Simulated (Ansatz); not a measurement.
## Electronic structure of CH3OSi (charge +1) in real space

```yaml
atoms:
  - { symbol: C, position_ang: [-0.9586, -0.6739, -0.9991] }
  - { symbol: Si, position_ang: [0.0924, 0.3525, -0.0631] }
  - { symbol: O, position_ang: [0.8749, -0.1497, 1.2353] }
  - { symbol: H, position_ang: [-1.7906, -1.2054, -1.4697] }
  - { symbol: H, position_ang: [0.3815, 1.6914, -0.5839] }
  - { symbol: H, position_ang: [0.8407, -0.9740, 1.7455] }
```

These are results of Ansatz 0.2.0, RKS B3LYP-D4/def2-SVP, not measurements.

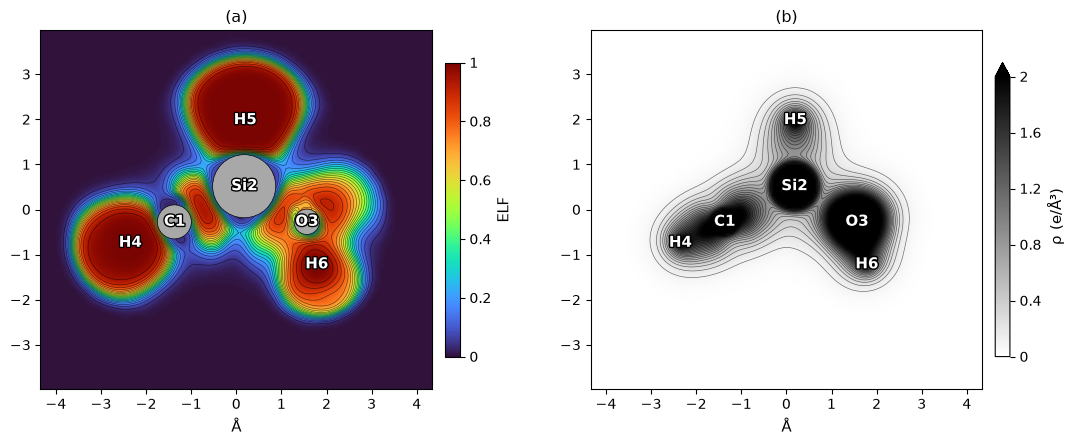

Figure 1. (a) electron localisation function; (b) electron density on the molecular plane. Grey discs cover the atomic cores in the ELF map.

What does the map show?

Answer.
- The plane passes through C, Si, O and H nuclei.
- Si–O (1.60 Å): the density is about 1.2 e/Å³ at the midpoint; the ELF peaks at about 0.85 between the atoms (a polar covalent bond).
- C–Si (1.74 Å): ρ is about 1.1 e/Å³ halfway; the ELF peaks at about 0.95 between the atoms: a covalent bond.
- O–H (0.97 Å): ρ at the midpoint is about 3.7 e/Å³; the ELF climbs to about 1 towards the hydrogen, as it does in any bond to H: a covalent bond by its length.
- C–H (1.09 Å): ρ is about 2.1 e/Å³ halfway; the ELF climbs to about 1 towards the hydrogen: a covalent bond by its length.
- Si–H (1.47 Å): ρ is about 0.84 e/Å³ halfway; the ELF climbs to about 1 towards the hydrogen.
- The ELF also peaks beside O3, away from the bonds: lone-pair regions.

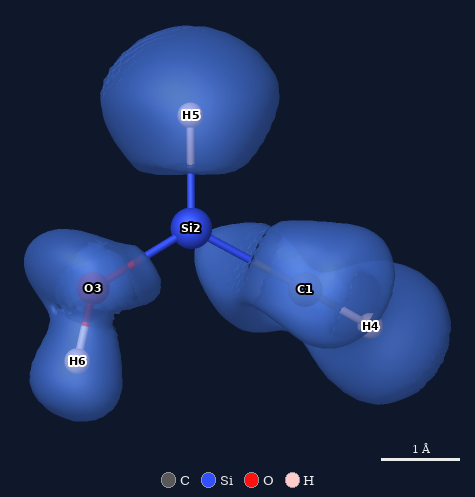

Figure 2. Isosurface of the electron localisation function at 0.8 (blue), seen at a tilt. Core shells and regions of very low density are left out.

Describe the localisation domains.

Answer. At this value the surface marks out one region around a hydrogen nucleus, one joined region spread over several atoms (C, H, Si), in which their bonds and any lone pairs are merged and one joined region spread over several atoms (H, O), in which their bonds and any lone pairs are merged.

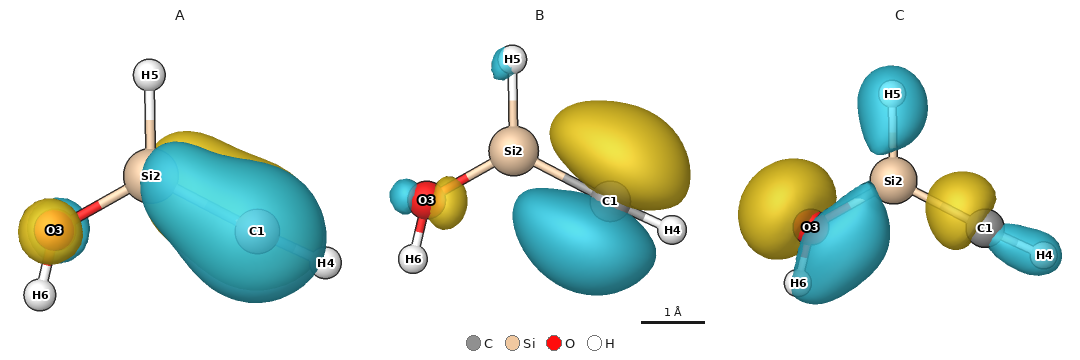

Figure 3. Three frontier orbitals at ±0.15 Å⁻³ᐟ² (yellow and cyan are the two phases), in no order.

Order the three orbitals by energy and name them.

Answer. C is the HOMO−1 (−16.35 eV). By Hirshfeld shares it lies mainly on O3 (about 65 %), Si2 (about 15 %) and C1 (about 10 %). A is the HOMO (−13.35 eV). By Hirshfeld shares it lies mainly on C1 (about 65 %), Si2 (about 25 %) and O3 (about 5 %). B is the LUMO (−11.17 eV). By Hirshfeld shares it lies mainly on C1 (about 70 %).

What is the HOMO–LUMO gap?

Answer. 2.18 eV between the orbital energies.
